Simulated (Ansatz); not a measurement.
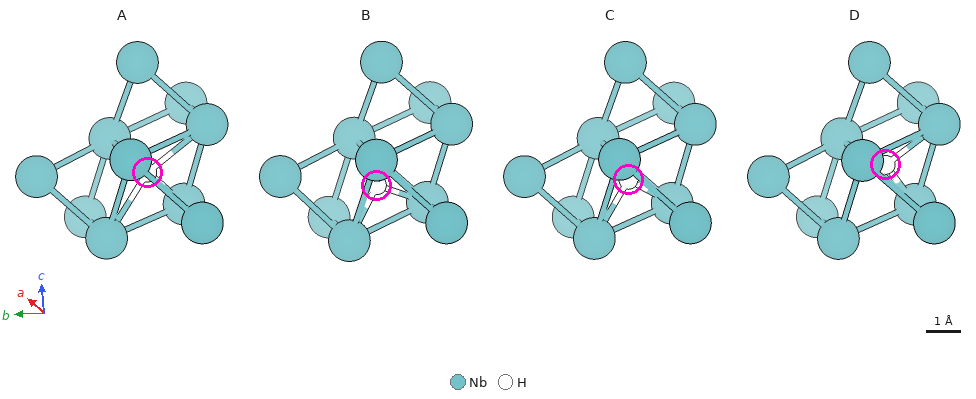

4 geometries from a converged minimum-energy path of a defect cell of composition Nb20H (21 atoms in the cell), shuffled. The picture is a ball-and-stick view of the atoms within 3.6 Å of the middle of the path, seen from a free direction. The moving atom is ringed, with any periodic copies. Bonds to atoms that aren't drawn are left out.

Level of theory: Ansatz 0.2.0, DFT PBEsol, scalar-relativistic, plane waves, PAW. Set-up: plane-wave cutoff 420 eV; k-point mesh 3 × 3 × 3; Gaussian smearing 0.1 eV; 3 movable images; climbing image.

> One of them is the converged climbing image. Which?

A. In order along the path, whose images run from 0 to 4: D (image 1, +0.076 eV), A (image 2, +0.160 eV), C (image 3, +0.076 eV), B (image 4, 0.000 eV). The H atom travels furthest, 1.15 Å from end to end, along [0 1 −1], on a path that bends up to 0.09 Å away from the straight line. At the highest image its nearest neighbour (Nb) is 1.83 Å away, against 1.89 Å at the start, and the surrounding atoms stand up to 0.07 Å off the mean of their end positions.

Limits of the set-up: the periodic images lie only 7.1 Å apart, so the values are limited by the cell's size.
